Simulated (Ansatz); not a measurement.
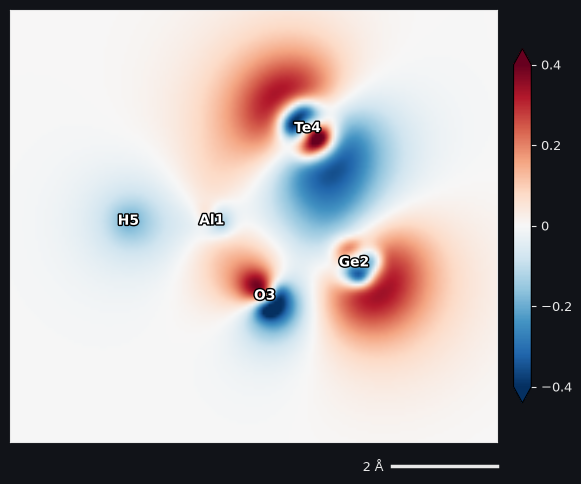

The picture shows: AlGeHOTe. The HOMO on the molecular plane (values in Å⁻³ᐟ²; the overall sign is arbitrary).

Geometry: PBE0-D3(BJ)/def2-SVP; core potentials replace the inner electrons of Te.

Level of theory: Ansatz, isolated molecule in a Gaussian basis; Kohn-Sham density functional theory, functional PBE0.

Input

```
crystal:
  periodic: [false, false, false]
  atoms:
    - {symbol: Al, position_ang: [0.233425, 1.801673, 1.344770]}
    - {symbol: Ge, position_ang: [-2.106690, 2.647430, 0.051823]}
    - {symbol: O, position_ang: [-0.439857, 3.165603, 0.493542]}
    - {symbol: Te, position_ang: [-1.748255, 0.255133, 1.217434]}
    - {symbol: H, position_ang: [1.691037, 1.753073, 1.945727]}
basis:
  gaussian:
    orbitals: def2-TZVPD
hamiltonian:
  xc: pbe0
output: {forces: true, orbitals: {seedname: orbitals}}
```

Launched as:

```sh
ansatz run input.yaml --threads 1 --pin off --max-ram 2610MiB --events-out events.jsonl --progress --plain --runs-dir runs
```

**Where does this orbital lie, and at what energy?**

Its weight (Hirshfeld) is mainly on Te4 (about 50 %), Ge2 (about 40 %) and O3 (about 5 %); it is symmetric in the molecular plane (an in-plane orbital: σ, lone-pair or in-plane π type). Its energy is −6.73 eV.
